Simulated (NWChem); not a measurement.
**CHCl2F (dichlorofluoromethane) at 3 levels**

Aim: a comparison of 3 runs (M06-2X/def2-SVPD, PBE0/def2-SVPD, r2SCAN/def2-SVPD) of CHCl2F (dichlorofluoromethane). 

The calculation is run with NWChem 7.3.0.

## (1) The structure to begin with

The species is CHCl2F (5 atoms), meant as a singlet with charge 0. As SMILES, `FC(Cl)Cl`. The F1–C2 distance was set to 2.011 Å, away from the relaxed value. At this shape a bond of the SMILES string is far longer than usual.

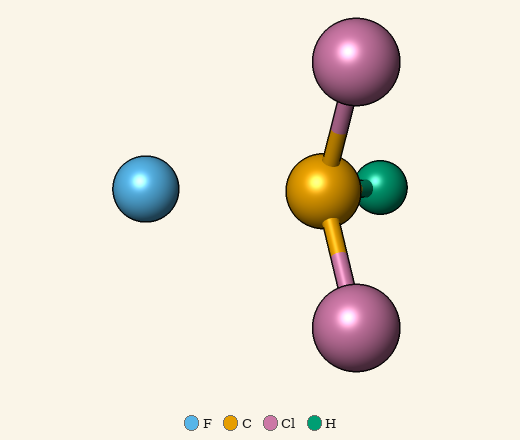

Viewed from a chosen angle; fluorine blue, carbon amber, chlorine pink, hydrogen teal.

## (2) The energy at M06-2X/def2-SVPD (run 1)

The input, chcl2f.nw:

```
start chcl2f
memory total 2200 mb

geometry noautosym nocenter noautoz
  F    -0.889116    0.149051    1.830283
  C     0.006400    0.099400    0.030700
  Cl    1.459900   -0.886800    0.126900
  Cl   -1.120400   -0.525200   -1.167100
  H     0.294600    1.106400   -0.262500
end

basis spherical bse
  * library def2-SVPD
end

dft
  xc m06-2x
  mult 1
  grid fine
  convergence energy 1e-08
  iterations 100
  mulliken
end

task dft
```

The run is started by

```sh
$ nwchem chcl2f.nw > chcl2f.out
```

What it wrote:

```text
[...]
          Wavefunction type:  closed shell.
          No. of atoms     :     5
          No. of electrons :    50
[...]
          Charge           :     0
          Spin multiplicity:     1
[...]
          AO basis - number of functions:   105
[...]
              XC Information
              --------------
                       M06-2X Method XC Functional
                     Hartree-Fock (Exact) Exchange  0.540
                        M06-2X Exchange Functional  1.000
                      M06-2X Correlation Potential  1.000
[...]
 d= 0,ls=0.0,diis     1  -1058.1154430156 -1.25D+03  2.58D-02  1.70D+00     1.9
[...]
 d= 0,ls=0.0,diis    12  -1058.3759637181 -5.08D-09  4.51D-07  4.65D-10    17.6
         Total DFT energy =    -1058.375963718111
      One electron energy =    -1844.809800017381
           Coulomb energy =      665.697313652815
    Exchange-Corr. energy =      -72.412586898446
 Nuclear repulsion energy =      193.149109544901
[...]
      Total Density - Mulliken Population Analysis
     ---------------------------------------------
    Atom       Charge   Shell Charges
 -----------   ------   -------------------------------------------------------
    1 F    9     9.44   1.99  1.15  0.81  0.04  3.23  2.01  0.19  0.00  0.01
    2 C    6     5.40   1.99  1.00 -0.02 -0.08  1.74  0.73  0.05 -0.02
    3 Cl  17    17.18   2.00  1.99  1.28  0.68  0.00  5.94  2.12  2.95  0.16  0.04  0.03
    4 Cl  17    17.18   2.00  1.99  1.28  0.68  0.00  5.94  2.12  2.95  0.16  0.04  0.03
    5 H    1     0.80   0.73  0.03  0.02  0.02
[...]
```

Wall time 18 s (1 thread of Intel Xeon 6975P-C (Granite Rapids), shared host); peak memory 0.11 GiB.

## (3) A single-point energy at PBE0/def2-SVPD (run 2)

The input, a.nw:

```
start a
title "CHCl2F"
memory 2200 mb

geometry noautosym nocenter noautoz
 F    -0.889116    0.149051    1.830283
 C     0.006400    0.099400    0.030700
 Cl    1.459900   -0.886800    0.126900
 Cl   -1.120400   -0.525200   -1.167100
 H     0.294600    1.106400   -0.262500
end

basis spherical bse
 * library def2-SVPD
end

dft
 xc pbe0
 grid fine
 convergence energy 1e-08
 iterations 100
 mulliken
 print medium
end

task dft energy
```

The run is started by

```sh
$ nwchem a.nw > a.out
```

What it wrote:

```text
[...]
          Wavefunction type:  closed shell.
          No. of atoms     :     5
          No. of electrons :    50
[...]
          Charge           :     0
          Spin multiplicity:     1
[...]
          AO basis - number of functions:   105
[...]
              XC Information
              --------------
                         PBE0 Method XC Functional
                     Hartree-Fock (Exact) Exchange  0.250
          PerdewBurkeErnzerhof Exchange Functional  0.750
            Perdew 1991 LDA Correlation Functional  1.000 local
           PerdewBurkeErnz. Correlation Functional  1.000 non-local
[...]
 d= 0,ls=0.0,diis     1  -1057.7487085136 -1.25D+03  5.95D-02  1.84D+00     1.4
[...]
 d= 0,ls=0.0,diis    13  -1058.0237969549 -6.36D-10  8.51D-08  1.55D-10    15.6
         Total DFT energy =    -1058.023796954924
      One electron energy =    -1844.790355432076
           Coulomb energy =      665.650917275578
    Exchange-Corr. energy =      -72.033468343328
 Nuclear repulsion energy =      193.149109544901
[...]
      Total Density - Mulliken Population Analysis
     ---------------------------------------------
    Atom       Charge   Shell Charges
 -----------   ------   -------------------------------------------------------
    1 F    9     9.42   1.99  1.16  0.80  0.04  3.23  1.98  0.20  0.00  0.01
    2 C    6     5.37   1.99  1.02 -0.04 -0.11  1.76  0.75  0.05 -0.04
    3 Cl  17    17.21   2.00  1.98  1.30  0.65  0.01  5.93  2.13  2.96  0.17  0.04  0.04
    4 Cl  17    17.21   2.00  1.98  1.30  0.65  0.01  5.93  2.13  2.96  0.17  0.04  0.04
    5 H    1     0.79   0.72  0.01  0.02  0.03
[...]
```

Wall time 16 s (1 thread of Intel Xeon 6975P-C (Granite Rapids), shared host); peak memory 0.11 GiB.

## (4) The energy at r2SCAN/def2-SVPD (run 3)

The input, chcl2f.nw:

```
echo
start chcl2f
title "CHCl2F"
memory 2200 mb

geometry noautosym nocenter noautoz
F    -0.889116    0.149051    1.830283
C     0.006400    0.099400    0.030700
Cl    1.459900   -0.886800    0.126900
Cl   -1.120400   -0.525200   -1.167100
H     0.294600    1.106400   -0.262500
end

basis spherical bse
* library def2-SVPD
end

dft
xc r2scan
mult 1
grid fine
convergence energy 1e-08
iterations 100
mulliken
end

task dft energy
```

The run is started by

```sh
$ nwchem chcl2f.nw > chcl2f.out
```

What it wrote:

```text
[...]
          Wavefunction type:  closed shell.
          No. of atoms     :     5
          No. of electrons :    50
[...]
          Charge           :     0
          Spin multiplicity:     1
[...]
          AO basis - number of functions:   105
[...]
              XC Information
              --------------
                      r^2SCAN Method XC Functional
               r^2SCAN metaGGA Exchange Functional  1.000
                     r^2SCAN Correlation Potential  1.000
[...]
 d= 0,ls=0.0,diis     1  -1058.0717767112 -1.25D+03  6.48D-02  1.85D+00     1.6
[...]
 d= 0,ls=0.0,diis    13  -1058.3517774178 -3.68D-10  9.64D-08  8.02D-11    18.0
         Total DFT energy =    -1058.351777417813
      One electron energy =    -1844.785433108163
           Coulomb energy =      665.645180896183
    Exchange-Corr. energy =      -72.360634750734
 Nuclear repulsion energy =      193.149109544901
[...]
      Total Density - Mulliken Population Analysis
     ---------------------------------------------
    Atom       Charge   Shell Charges
 -----------   ------   -------------------------------------------------------
    1 F    9     9.41   1.99  1.16  0.79  0.05  3.24  1.97  0.20  0.00  0.01
    2 C    6     5.30   1.99  1.04 -0.06 -0.14  1.76  0.72  0.05 -0.05
    3 Cl  17    17.24   2.00  1.99  1.28  0.68  0.01  5.93  2.13  2.98  0.17  0.04  0.04
    4 Cl  17    17.24   2.00  1.99  1.28  0.68  0.01  5.93  2.13  2.98  0.17  0.04  0.04
    5 H    1     0.80   0.73  0.03  0.02  0.02
[...]
```

Run time: 19 s. Hardware: 1 thread of Intel Xeon 6975P-C (Granite Rapids), shared host; peak memory 0.11 GiB.

## (5) All runs side by side

| run | level | energy (Eh) | dipole moment (D) | HOMO energy (eV) | LUMO energy (eV) | wall time |
| --- | --- | --- | --- | --- | --- | --- |
| 1 | M06-2X/def2-SVPD | -1058.375964 | 3.91 | -11.34 | -2.97 | 18 s |
| 2 | PBE0/def2-SVPD | -1058.023797 | 3.85 | -9.85 | -3.98 | 16 s |
| 3 | r2SCAN/def2-SVPD | -1058.351777 | 3.77 | -8.30 | -4.80 | 19 s |

## (6) What came out

| quantity | value |
| --- | --- |
| run 3: total energy | -1058.35178 Eh |
| run 3: dipole moment | 3.77 D |
| run 3: HOMO energy | -8.30 eV |
| run 3: LUMO energy | -4.80 eV |
| run 3: HOMO–LUMO gap | 3.50 eV |

The dipole moment (its size) runs from 3.77 D (r2SCAN/def2-SVPD) to 3.91 D (M06-2X/def2-SVPD). The HOMO–LUMO gap runs from 3.50 eV (r2SCAN/def2-SVPD) to 8.37 eV (M06-2X/def2-SVPD). Totals of different functionals can't be ranked against each other. All runs together took 53 s, the longest 19 s.
